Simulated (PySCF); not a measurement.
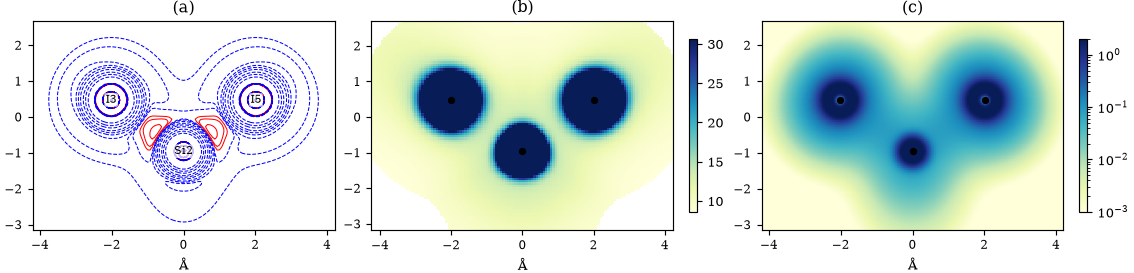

Figure. I$_{4}$Si, SMILES `I[Si](I)(I)I`. Three fields in the plane of Si2, I3 and I5. (a): solid red lines positive, dashed blue lines negative.

Level of theory: PBE0/def2-TZVP (PySCF), at a geometry from GFN2-xTB. Core potentials replace the inner electrons of I; spin–orbit coupling isn't included. No frequency check shows the geometry to be a minimum. GFN2-xTB bond lengths at metals and heavier atoms can be off by up to 0.1 Å and shapes distorted, which carries into these values.

The calculation's input:

```python
import numpy as np
from pyscf import gto, scf, dft
from pyscf.scf import atom_ks, atom_hf
from scipy.linalg import block_diag

def solve(mol, dm0=None, hcore=None):
    mf = (dft.UKS if mol.spin else dft.RKS)(mol, xc='pbe0')
    mf.grids.level = 3
    mf = mf.density_fit(auxbasis='def2-universal-jkfit')
    mf.conv_tol, mf.max_cycle = 1e-8, 80
    if hcore is not None:
        mf.get_hcore = lambda *args: hcore
    mf.kernel(dm0)
    if not mf.converged:
        mf = mf.newton().run(mf.mo_coeff, mf.mo_occ, max_cycle=30)
    assert mf.converged, 'SCF not converged'
    return mf

mol = gto.M(atom='''
I     -1.36706     1.48514    -1.42685
Si    -0.00004    -0.00042    -0.00002
I      1.36706    -1.48509    -1.42685
I      1.48535     1.36687     1.42685
I     -1.48535    -1.36681     1.42685
''', basis='def2-tzvp', ecp={'I': 'def2-tzvp'}, charge=0, spin=0, verbose=4)
mf = solve(mol)
mf.analyze()
# spherically averaged free atoms, for the promolecule
atom_ks.AtomSphAverageRKS.init_guess_by_vsap = lambda self, mol=None: self.init_guess_by_minao(mol)  # core potentials
atm = atom_ks.get_atm_nrks(mol, xc='pbe0')
pro = block_diag(*[(atm[a[0]][2] * atm[a[0]][3]) @ atm[a[0]][2].T for a in mol._atom])
np.savez('result.npz', e=mf.e_tot, c=mf.mo_coeff, occ=mf.mo_occ, eps=mf.mo_energy, pro=pro, dip=mf.dip_moment(verbose=0), s2=mf.spin_square()[0])
```

Command:

```sh
OMP_NUM_THREADS=1 python input.py
```

The run took 24 s on 1 thread of Intel(R) Xeon(R) 6975P-C (Granite Rapids), with other jobs on the host, peak memory 0.99 GiB.

Partitions, critical points and surface values were worked out afterwards from this run's density.

The panels show, in some order, the electron density, average local ionisation energy and negative Laplacian of the density (−∇²ρ). Which is which?

Answer. (a) is the negative Laplacian of the density (−∇²ρ): shells alternate in sign around each nucleus and valence concentrations outline the bonding and non-bonding pairs. (b) is the average local ionisation energy: it is high near the heavier nuclei and lowest where loosely bound electrons reach out. (c) is the electron density: it is positive everywhere and peaks at the nuclei.
